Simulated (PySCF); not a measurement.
# CH5BrSi: the cost of one run

Computed with PySCF 2.14.0, with density-fitted response routines of our own, on a single molecule in the gas phase. Atoms are numbered from 0 throughout.

### Step 1. The molecule as given

8 atoms, charge 0, multiplicity 1; geometry from: GFN2-xTB. The atoms were then displaced at random by about 0.01 Å, so the start is not that level's minimum.

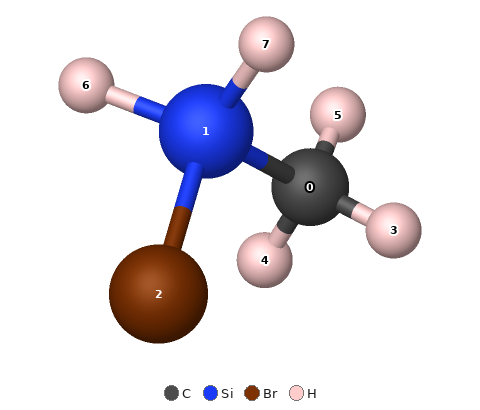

As it starts; carbon dark grey, silicon blue, bromine brown, hydrogen pink, atoms numbered; sticks join atoms by distance.

### Step 2. Geometry optimisation at PBE0-D3(BJ)/def2-SVP

Job settings and geometry (Å):

```
{"job": {"xc": "PBE0", "basis": "def2-SVP", "d3": "d3bj", "grid": 1, "shake": 0.01, "kind": "geom"}, "charge": 0, "multiplicity": 1}
C     -1.003750     0.047360    -0.048660
Si     0.824350    -0.283000     0.002200
Br     1.848720     1.655870     0.341000
H     -1.339260     0.515450     0.875450
H     -1.274520     0.759310    -0.864540
H     -1.591020    -0.836310    -0.221640
H      1.363160    -0.767270    -1.264200
H      1.227450    -1.110550     1.127930
```

Command:

```bash
OMP_NUM_THREADS=1 python probes_run.py task.json out
```

One launch serves the whole session: the jobs run in the order shown.

**Question.** How long does this first job take on 1 thread of Arm Neoverse V2, shared host, and how much memory does it need?

About 13 s, with a peak of 0.37 GiB.
